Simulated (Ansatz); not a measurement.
**F2H2OSi···H2: density, localisation and related maps**

Input

```
crystal:
  periodic: [false, false, false]
  atoms:
    - { symbol: Si, position_ang: [0.0, 0.0, 0.0] }
    - { symbol: H, position_ang: [0.0, 0.0, 1.81] }
    - { symbol: H, position_ang: [1.3768, 0.0, -0.4862] }
    - { symbol: F, position_ang: [-0.7489, 1.2974, -0.5295] }
    - { symbol: F, position_ang: [-0.7489, -1.2974, -0.5295] }
    - { symbol: O, position_ang: [-1.879, 0.0, 0.6243] }
    - { symbol: H, position_ang: [-2.4241, -0.6297, 0.053] }
    - { symbol: H, position_ang: [-0.9605, 0.0, 1.7351] }
basis:
  gaussian: { orbitals: def2-SVP }
hamiltonian:
  xc: b3lyp
relax:
  f_tol: 0.15
  max_steps: 25
  restrain:
    - { distance: [0, 5], at: 1.68, k: 30.0 }
    - { distance: [7, 1], at: 0.66, k: 30.0 }
    - { distance: [0, 1], at: 2.66, k: 30.0 }
    - { distance: [7, 5], at: 2.21, k: 30.0 }
output:
  orbitals: {}
```

Run with:

```sh
ansatz run input.yaml --threads 1 --pin off --max-ram 2048MiB --backend cpu --events-out ev --progress --plain --runs-dir out
```

The fields are those of the run's last geometry, not of the input's.

Not at a stationary point (largest force 1.8 eV/Å).

Method: RKS B3LYP/def2-SVP (Ansatz).

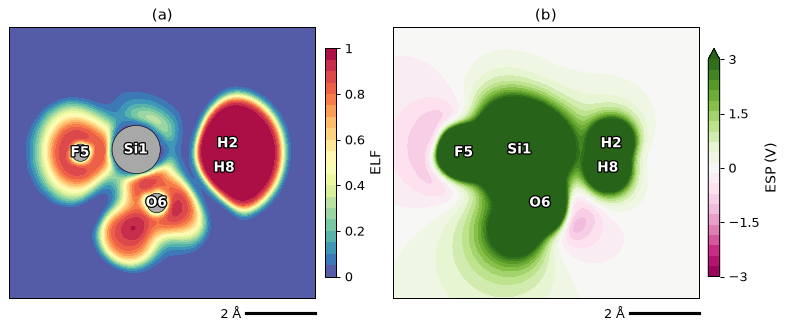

Figure 1. (a) ELF; (b) molecular electrostatic potential on the plane of atoms F5, Si1 and O6. Grey discs cover the atomic cores in the ELF map.

Interpret the plot.

Answer.
- The section cuts through Si, H, F and O sites.
- Si1···H8 (2.62 Å): the ELF dips to about 0.05 between them.
- Si–F (1.62 Å): the ELF peaks at about 0.85 in the valence shell of F, 0.6 Å from its nucleus, and is about 0.45 at the midpoint.
- Si–O (1.66 Å): the ELF peaks at about 0.90 between the atoms, as expected for a shared but strongly polarised pair.
- H–H (0.72 Å): the ELF peaks at about 1 between the atoms: an ordinary covalent bond to hydrogen.
- The ELF also peaks beside O6 and F5, away from the bonds: lone-pair regions.
- Outside the dense part of the complex the potential is most negative (−1.1 V) near O6.

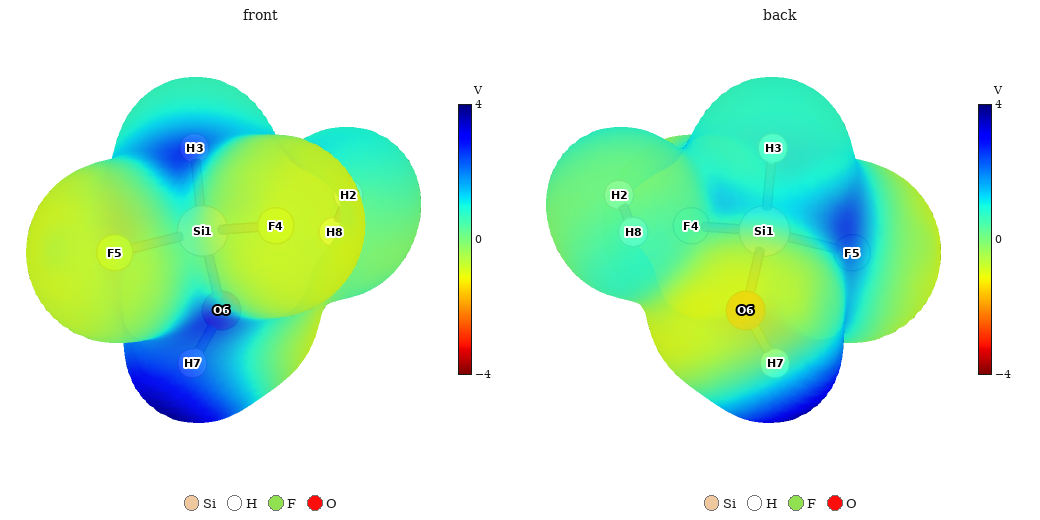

Figure 2. The electrostatic potential painted on the density surface at 0.004 e/bohr³, seen from the front and from behind; red is negative and blue positive.

Which sites attract a positive test charge, and which a negative one?

Answer. A positive charge is drawn to the negative regions and a negative charge to the positive ones. The most negative region (about −1.0 V) lies over F4 and O6, the most positive (about +3.7 V) over H7.

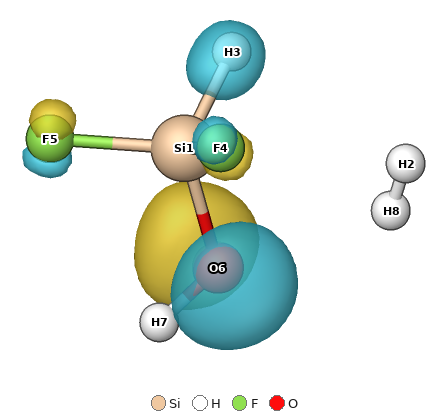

Figure 3. The HOMO at ±0.2 Å⁻³ᐟ² (yellow and cyan are the two phases), seen at a tilt.

Where does this orbital lie, and at what energy?

Answer. By Hirshfeld shares it lies mainly on O6 (about 70 %); largely a lone pair of O6. Its energy is −9.50 eV.

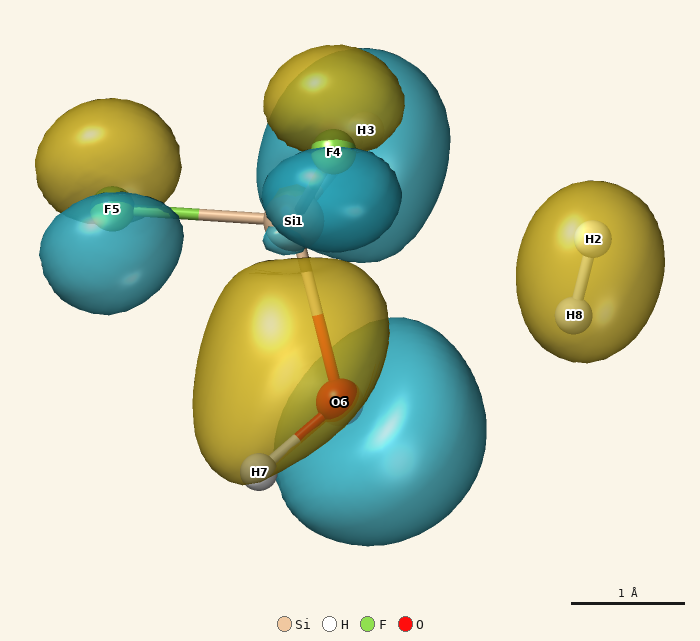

Figure 4. The HOMO−1 at ±0.1 Å⁻³ᐟ² (yellow and cyan are the two phases), seen across its widest extent.

Where does this orbital lie, and at what energy?

Answer. It lies mainly on O6 (about 55 %), F5 (about 10 %), Si1 (about 10 %), F4 (about 10 %) and H3 (about 5 %); largely a combination of lone pairs on O6, F5 and F4. Its energy is −10.18 eV.
